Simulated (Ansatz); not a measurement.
**SiH2O2 (SMILES O[Si]O) at CCSD(T)/aug-cc-pVDZ**

What is the vertical ionisation energy of SiH2O2 at CCSD(T)/aug-cc-pVDZ? 

Program for the calculation: Ansatz 0.2.0.

64 further runs of the same task are left out: 64 set aside as unsound or not needed.

**1. The system as given**

SiH2O2: 5 atoms, total charge 0, spin state singlet. SMILES: `O[Si]O`. Geometry: relaxed at PBE0-D4/def2-TZVP. This is one conformer, not always the lowest.

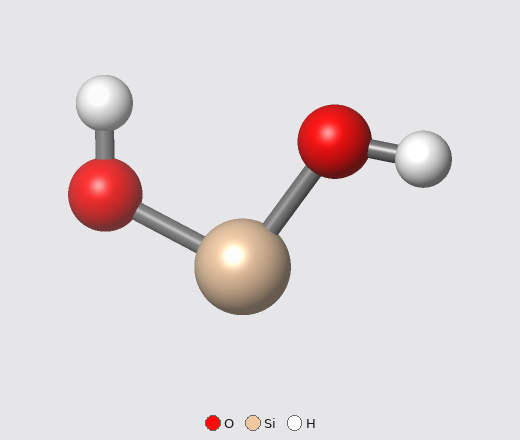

The structure, seen from a chosen angle (oxygen red, silicon light orange, hydrogen white).

**2. The energy at CCSD(T)/aug-cc-pVDZ**

The input, run.yaml:

```yaml
crystal:
  periodic: [false, false, false]
  atoms:
    - {symbol: O, position_ang: [-1.443200, -0.105600, -0.275000]}
    - {symbol: Si, position_ang: [-0.212000, -0.791300, 0.567700]}
    - {symbol: O, position_ang: [1.036000, 0.187500, 0.068600]}
    - {symbol: H, position_ang: [-1.231900, 0.648900, -0.836100]}
    - {symbol: H, position_ang: [1.901100, -0.013100, 0.433400]}
basis:
  gaussian: {orbitals: aug-cc-pVDZ}
correlation: {method: ccsd_t, frozen_orbitals: {H: 0, O: 1, Si: 5}}
accuracy: high
scf: {omitted_lower_state_checks: [cluster_reference, increment]}
```

Run with:

```
$ ansatz run run.yaml --threads 1 --pin off --max-ram 3480MiB --events-out events.jsonl --progress --plain --runs-dir runs
```

What it wrote, shortened:

```text
Warning: RAYON_NUM_THREADS=1 ignored (pool sized by the plan → 1); use --threads N
Functional definition: HF
  name "HF"
[...]
1788 factors; integrals over basis functions are off by at most 3.4e-9 eV
[...]
mean field -11970.53919218 eV, -439.9092013897 hartree, gradient 2.4e-8 eV, S^2 0.000000; 0 other end points of the search recorded, 0 dependent functions left out
7 core orbitals not correlated: weight in the atoms' cores, before any rotation towards them, 1.000 or more for the frozen orbitals, at most 0.000 for the correlated occupied ones
reference -11970.53919218 eV, -439.9092013897 hartree; 9, 9 occupied and 75, 75 virtual orbitals, 1788 factors
second order -13.39918384 eV of doubles, -0.00000000 eV of singles
cycle   1  -13.40405659 eV  change   -4.9e-3 eV  update   1.0e-1
[...]
cycle  21  -13.86419976 eV  change   -1.8e-9 eV  update   2.0e-9
perturbative correction -0.43228392 eV, -0.0158861412 hartree
Total energy: -11984.83567586 eV, -440.4345874746 hartree
Checks for a lower state left out: cluster_reference, increment
```

It took 12 s on 1 thread of Arm Neoverse V2, shared host; peak memory 0.56 GiB.

**3. The doublet cation**

The input, job.yaml:

```yaml
crystal:
  periodic: [false, false, false]
  atoms:
    - {symbol: O, position_ang: [-1.443200, -0.105600, -0.275000]}
    - {symbol: Si, position_ang: [-0.212000, -0.791300, 0.567700]}
    - {symbol: O, position_ang: [1.036000, 0.187500, 0.068600]}
    - {symbol: H, position_ang: [-1.231900, 0.648900, -0.836100]}
    - {symbol: H, position_ang: [1.901100, -0.013100, 0.433400]}
basis:
  gaussian:
    orbitals: aug-cc-pVDZ
total_charge: 1
magnetization:
  spin_polarized: true
  initial_magnetization: 1
correlation:
  method: ccsd_t
  frozen_orbitals: {H: 0, O: 1, Si: 5}
accuracy: high
scf:
  omitted_lower_state_checks: [cluster_reference, increment]
```

Run with:

```
$ ansatz run job.yaml --threads 1 --pin off --max-ram 3480MiB --events-out events.jsonl --progress --plain --runs-dir runs
```

What it wrote, shortened:

```text
Warning: RAYON_NUM_THREADS=1 ignored (pool sized by the plan → 1); use --threads N
[... 2 set-up lines as earlier in the session ...]
[...]
1786 factors; integrals over basis functions are off by at most 3.4e-9 eV
[...]
mean field -11961.78218214 eV, -439.5873872065 hartree, gradient 2.1e-8 eV, S^2 0.759398; 0 other end points of the search recorded, 0 dependent functions left out
7 core orbitals not correlated: weight in the atoms' cores, before any rotation towards them, 1.000 or more for the frozen orbitals, at most 0.000 for the correlated occupied ones
reference -11961.78218214 eV, -439.5873872065 hartree; 9, 8 occupied and 75, 76 virtual orbitals, 1786 factors
second order -12.72067614 eV of doubles, -0.00000000 eV of singles
cycle   1  -12.56035047 eV  change    1.6e-1 eV  update   1.1e-1
[...]
cycle  27  -13.01736040 eV  change  -5.9e-11 eV  update   1.5e-9
perturbative correction -0.43113402 eV, -0.0158438830 hartree
Total energy: -11975.23067656 eV, -440.0816102606 hartree
Checks for a lower state left out: cluster_reference, increment
```

Wall time 43 s (1 thread of Arm Neoverse V2, shared host); peak memory 1 GiB.

**4. Outcome**

At CCSD(T)/aug-cc-pVDZ, 7 core orbitals frozen:

| quantity | value |
| --- | --- |
| singlet SiH2O2: total energy | -440.43459 Eh |
| singlet SiH2O2: correlation energy (7 core orbitals frozen) | -525.4 mEh |
| singlet SiH2O2: (T) correction | -15.89 mEh |
| singlet SiH2O2: T1 diagnostic | 0.017 |
| doublet cation: total energy | -440.08161 Eh |
| doublet cation: correlation energy (7 core orbitals frozen) | -494.2 mEh |
| doublet cation: (T) correction | -15.84 mEh |
| doublet cation: ⟨S²⟩ of the reference determinant | 0.759 |
| doublet cation: T1 diagnostic | 0.022 |
| vertical ionisation energy (to the doublet cation) | 9.605 eV |

Removing an electron at fixed nuclei costs 9.60 eV (927 kJ/mol). The triples (singlet SiH2O2) make up 3.0 % of the correlation energy. The triples (doublet cation) make up 3.2 % of the correlation energy.
